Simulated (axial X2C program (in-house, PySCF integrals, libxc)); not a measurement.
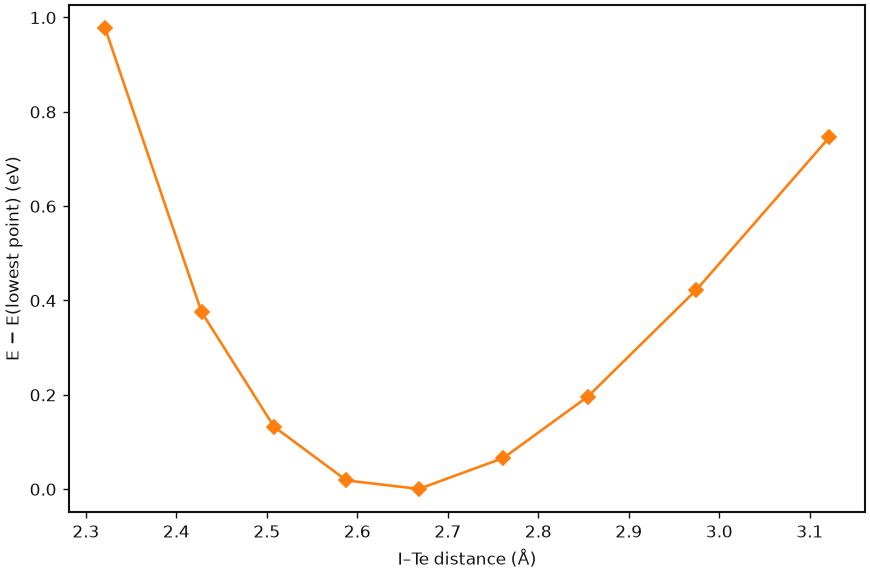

Fig. 1: Energy at 9 bond lengths, for one set of occupations held fixed; the line joins the points. A polynomial of degree 6 through 9 points gives rₑ = 2.645 Å, ωₑ = 224.1 cm⁻¹, ωₑxₑ = 0.43 cm⁻¹ and Bₑ = 0.03752 cm⁻¹. The minimum lies 2.20 eV below I + Te, each computed as one determinant at the same level.

Relativistic diatomic calculation for ITe

- system: ITe, single determinant with M_S = 1/2 and |Λ| = 1.
- method: PBE0, spin-free X2C-1e, I dyall-cv3z, Te dyall-cv3z (cores contracted) (axial X2C program (in-house, PySCF integrals, libxc))

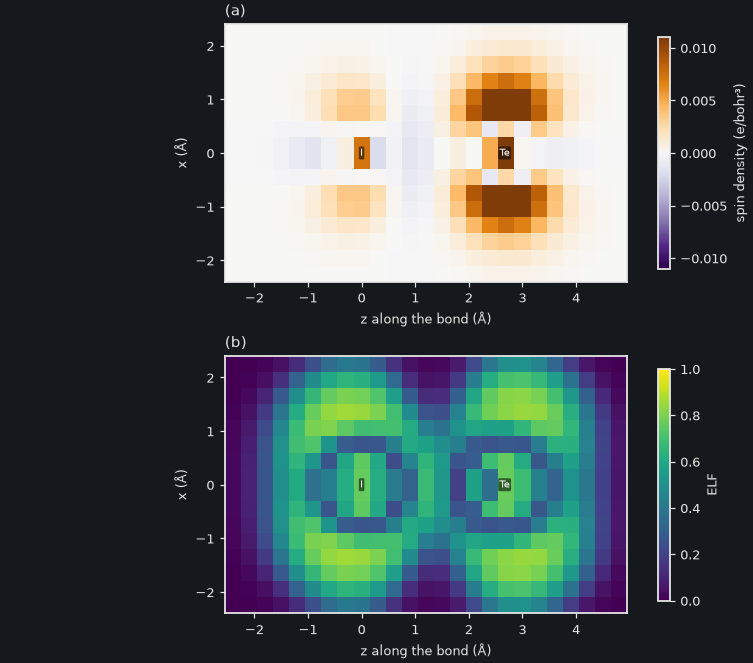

Fig. 2: (a) spin density; (b) electron localisation function, in a plane that holds the axis, at 2.67 Å, on points 0.3 Å apart (one half computed, the other mirrored); the structure near the nuclei is finer than these points.

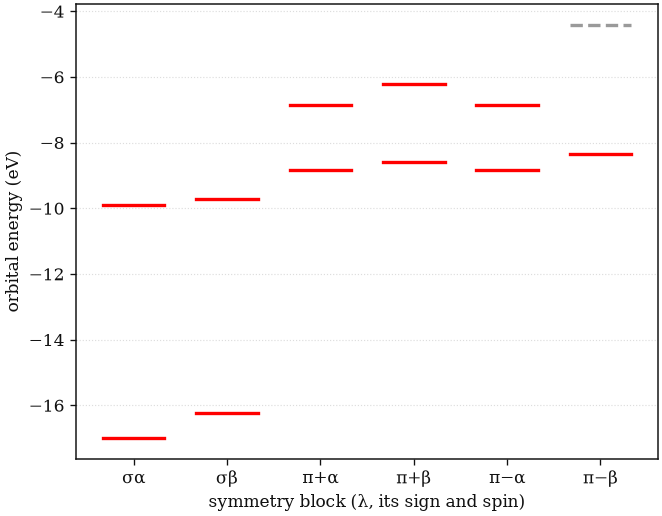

Fig. 3: Orbital energies near the frontier at 2.67 Å, filled (solid) and empty (dashed); a label such as π−α means λ = −1 and α spin. The highest filled orbital (π+β; 77 % Te p, 20 % I p) lies at −6.22 eV, the lowest empty one (π−β; 83 % Te p, 14 % I p) at −4.41 eV.

These pictures come from the run below.

**Input file**
```
{"zs": [53, 52], "q": 0, "bas": ["dyall-cv3z", "dyall-cv3z"], "levels": ["PBE0", "HF", "PBE50"], "cc": true, "r0": 2.69, "thr": -1.0, "nmax": 90, "npts": 10, "nst": 2, "ntry": 6}
```

The line is the task of a batch: nuclear charges, charge, bases, the levels to run, a first guess of the distance and further settings. This report covers PBE0 without spin-orbit coupling. The log is that of the reference distance 2.668 Å.

Launched within a batch (the task file carries these settings):
```bash
python <driver script> task.json out
```

**Log**
```
spin-free X2C-1e  PBE0
basis functions 248  fitting functions 1259  grid points 5802
iter        total energy     max residual
   1     -13908.770891115     1.59e+00
   2     -13908.844408676     3.36e-03
   3     -13908.844457909     3.07e-03
   4     -13908.844464502     3.68e-04
   5     -13908.844465415     4.77e-04
   6     -13908.844466054     7.68e-05
   7     -13908.844466137     6.76e-05
   8     -13908.844466167     1.21e-05
   9     -13908.844466169     3.76e-06
converged
one-electron -20167.20093299  Coulomb 6071.98403088  exact exchange -88.77660199  xc functional -271.48229388  nuclear repulsion 546.63133182
```

**The points of the curve**

```csv
R (Å),E (hartree),"dipole (D; origin at the first atom, positive when the second is positive)",highest filled (eV),lowest empty (eV)
2.321,−13908.808556,−0.50,−5.74,−3.98
2.428,−13908.830690,−0.25,−5.90,−4.13
2.508,−13908.839614,−0.04,−6.01,−4.23
2.588,−13908.843801,0.17,−6.12,−4.33
2.668,−13908.844466,0.39,−6.22,−4.41
2.761,−13908.842055,0.65,−6.34,−4.51
2.855,−13908.837269,0.89,−6.44,−4.59
2.975,−13908.828951,1.20,−6.56,−4.69
3.122,−13908.817080,1.54,−6.69,−4.78
```

**Summary**

- outcome: converged
- bond length rₑ: 2.645 Å
- ωₑ: 224.1 cm⁻¹
- energy at the minimum: −13908.84458 hartree
- depth below the fragments: 2.20 eV
- largest ⟨S²⟩ along the curve: 0.76
- hardware: 1 thread of Arm Neoverse V1, 24 GiB of memory available, shared host
- wall time: 12 s
- peak memory: 0.94 GiB

**Notes**

To bear in mind: 9 of the 10 points asked for were kept.
